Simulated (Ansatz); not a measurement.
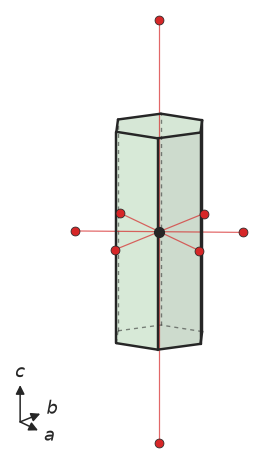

Crystal: Ag₃B, coordinates from a relaxation with DFT PBE, scalar-relativistic, plane waves, PAW (Ansatz 0.2.0); the starting structure was generated, so it need not be a known form of this composition. The Wigner–Seitz cell of the crystal's lattice, with lines to the lattice points that define its faces. The drawing is computed from the coordinates (standard cell, symmetry found to 0.002 Å).

a = 3.007 Å, b = 3.007 Å, c = 7.801 Å, α = 90.00°, β = 90.00°, γ = 120.00°; lattice centring P.

Describe the polyhedron.

A hexagonal prism: 8 faces (6 with 4 edges, 2 with 6 edges), 18 edges, 12 vertices. Its volume is that of the primitive cell, 61.1 Å³.

Which lattice vectors do the faces bisect?

| example | length (Å) | faces | edges of each | area (Å²) |
| --- | --- | --- | --- | --- |
| a + b | 3.01 | 6 | 4 | 13.5 |
| c | 7.80 | 2 | 6 | 7.8 |
